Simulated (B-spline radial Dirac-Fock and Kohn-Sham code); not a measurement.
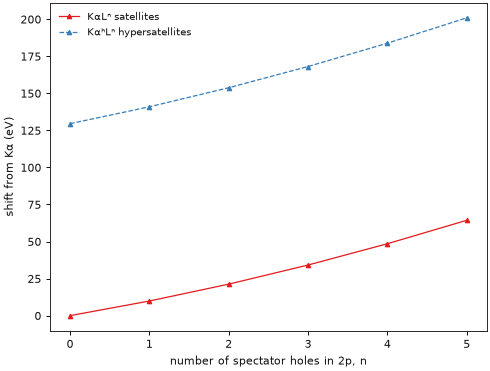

Shifts of Kα satellites and hypersatellites with the number of spectator holes in 2p, counted from the Kα line without spectators. System: aluminium in charge state +1 (Al⁺). Computed with a radial B-spline solver: Dirac–Fock ΔSCF (average of configuration, Fermi nucleus, Breit and QED terms, no correlation).

**How far above Kα is the hypersatellite?**

130 eV as an average over the ¹P and ³P final terms; Kα itself is at 1.4879 keV. In light elements only ¹P radiates, so the observed line lies somewhat lower.
